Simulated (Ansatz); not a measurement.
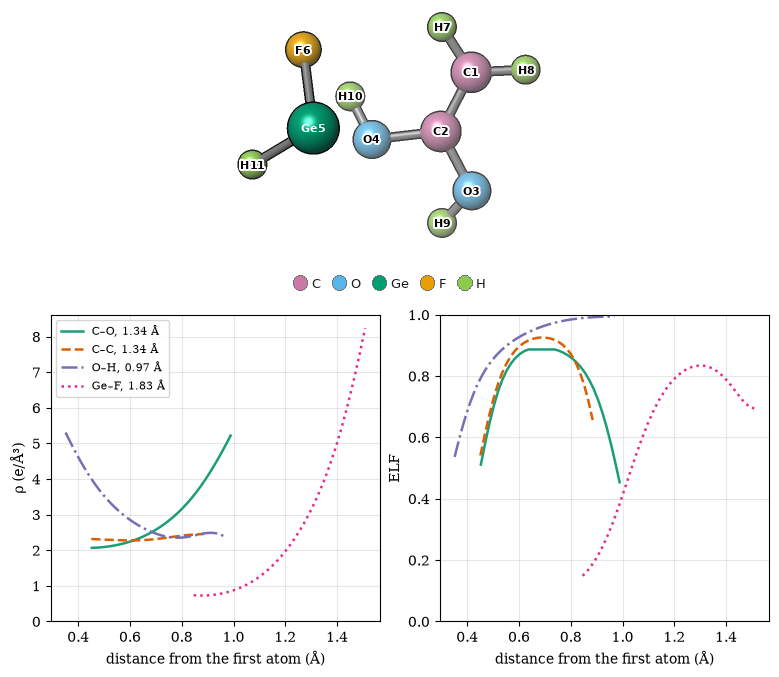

*C2H5FGeO2. Electron density and electron localisation function along straight lines between neighbouring atoms. The curves leave out the atomic cores. The structure is drawn too.*

Computed with Ansatz, RKS B3LYP-D4/def2-SVP.

Input

```
crystal:
  periodic: [false, false, false]
  atoms:
    - { symbol: C, position_ang: [-2.1074, 0.1305, -0.5611] }
    - { symbol: C, position_ang: [-0.8767, -0.1212, -0.4011] }
    - { symbol: O, position_ang: [-0.3442, -1.1547, -1.1599] }
    - { symbol: O, position_ang: [-0.0536, 0.6336, 0.5202] }
    - { symbol: Ge, position_ang: [1.6353, 0.3306, 0.8499] }
    - { symbol: F, position_ang: [2.1826, 1.4935, 2.0835] }
    - { symbol: H, position_ang: [-2.59, 0.9776, -0.0038] }
    - { symbol: H, position_ang: [-2.7178, -0.3643, -1.2876] }
    - { symbol: H, position_ang: [0.6622, -1.4127, -1.0198] }
    - { symbol: H, position_ang: [-0.01101, 1.5439, 0.90703] }
    - { symbol: H, position_ang: [1.8202, -1.1083, 1.4101] }
basis:
  gaussian: { orbitals: def2-SVP }
hamiltonian:
  xc: b3lyp
  dispersion: d4
relax:
  f_tol: 0.02
  max_steps: 50
output:
  orbitals: {}
```

Launched as:

```sh
ansatz run input.yaml --threads 2 --pin off --max-ram 3072MiB --backend cpu --events-out ev --progress --plain --runs-dir out
```

The fields are those of the run's last geometry, not of the input's.

Question: Compare the contacts.

Answer: C–O (1.34 Å): the density is about 2.5 e/Å³ at the midpoint; the ELF peaks at about 0.90 between the atoms; a shared but strongly polarised pair.
C–C (1.34 Å): ρ is about 2.3 e/Å³ halfway; the ELF peaks at about 0.95 between the atoms: a multiple bond.
O–H (0.97 Å): the density is about 3.7 e/Å³ at the midpoint; the ELF climbs to about 1 towards the hydrogen, as it does in any bond to H; a covalent bond by its length.
Ge–F (1.83 Å): ρ is about 0.74 e/Å³ halfway; the ELF peaks at about 0.85 in the valence shell of F, 0.5 Å from its nucleus, and is about 0.25 at the midpoint.
